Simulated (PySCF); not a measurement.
SMILES OC([SiH2][SiH2]S)=O (CH6O2SSi2) at its GFN2-xTB optimised geometry (Å):

```
12

O      1.4900     1.6425     0.0000
C      0.2814     1.6425     0.0000
O     -0.4346     2.7658     0.0000
Si    -0.7959     0.0618    -0.0023
Si     0.7842    -1.6316     0.0327
S     -0.2122    -3.5548     0.0953
H      0.1370     3.5548    -0.0012
H     -1.6786     0.1721     1.1680
H     -1.6635     0.1633    -1.1810
H      1.6786    -1.6424     1.1918
H      1.5741    -1.7980    -1.1821
H     -0.8247    -3.3920     1.2576
```

Computed with PySCF with CAM-B3LYP/def2-TZVP.

Map of the deformation density (molecule minus spherical neutral atoms) (e/bohr³) on the plane z = 0.6 Å:

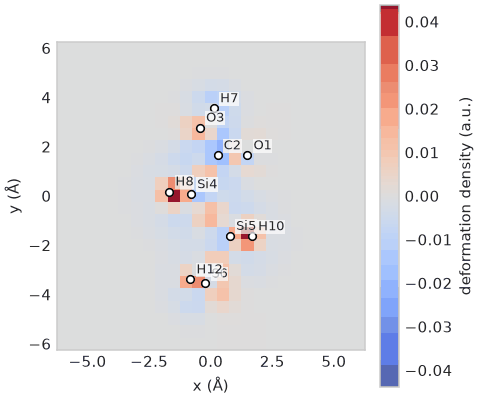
Fig. 1. Deformation density (molecule minus spherical neutral atoms) (e/bohr³) on the plane z = 0.6 Å.
